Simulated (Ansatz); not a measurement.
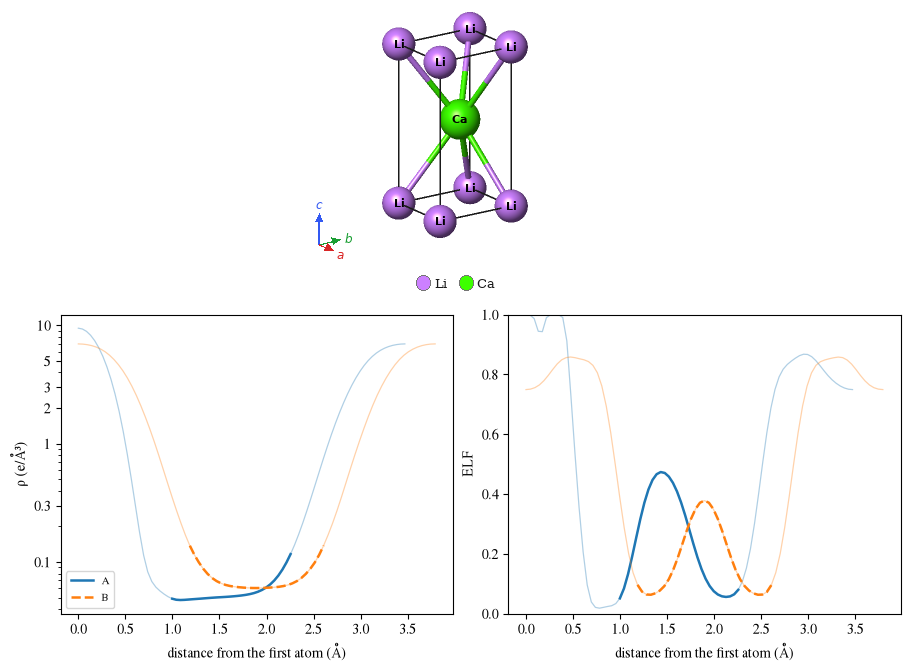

The picture shows: LiCa. Valence pseudo-density and electron localisation function along straight lines between neighbouring atoms. Thin, pale parts lie inside the atomic spheres. The structure is drawn too.

Space group P-6m2; a structure generated by program, which may or may not match a known phase; computed without spin polarisation.

These are results of Ansatz 0.2.0, DFT PBE, scalar-relativistic, plane waves, PAW, not measurements.

The density is the valence pseudo-density of a PAW calculation; it isn't the true density close to the nuclei.

### Which curve belongs to which contact (Ca–Ca and Li–Ca)? The first atom named is at distance zero.

Curve A: Li–Ca (3.47 Å): the density is about 0.05 e/Å³ at the midpoint; the ELF is about 0.30 at the midpoint: no shared electron pair shows on this line. Curve B: Ca–Ca (3.79 Å): ρ is about 0.06 e/Å³ halfway; the ELF is about 0.40 at the midpoint; no shared electron pair shows on this line.
